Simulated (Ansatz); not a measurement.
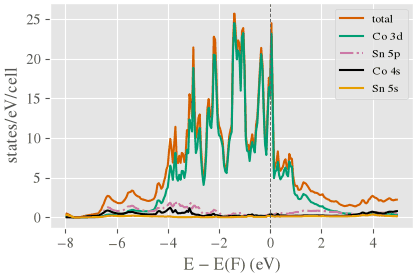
*Total and projected density of states of Co$_{3}$Sn in space group P6_3/mmc (No. 194; Co on 6h, Sn on 2c), plane-wave PAW PBEsol (Ansatz code)*

Q: Which orbitals carry the states next to the Fermi level?

A: Within 0.5 eV of the Fermi level: Co 3d 92 %. Projections are on Löwdin-orthogonalised atomic valence shells; empty p or d shells of many metals are not among them.

Q: Where is the tallest occupied peak in this window, and what makes it?

A: Near -1.4 eV, about 26 states/eV per cell; the largest projected share is Co 3d.

The start of the workflow was typed in or built on a structure type; the Crystallography Open Database copy checked does not list it. Its standing as an ambient phase is unchecked. The cell was relaxed with PBEsol under the symmetry of its start; whether a distortion lowers the energy is not shown. Spin order of the final state: ferromagnetic, chosen from 3 collinear starts compared on coarse meshes (ties went to the first, and starts can fall back to one state), not a proven ground state. Scalar-relativistic: spin–orbit coupling is off unless named, which matters more the heavier the elements.

Potentials: the earlier of the program's two PAW sets. The files were generated under PBE; for other functionals the program regenerates the frozen cores, and for LDA and PBEsol the local potential too.
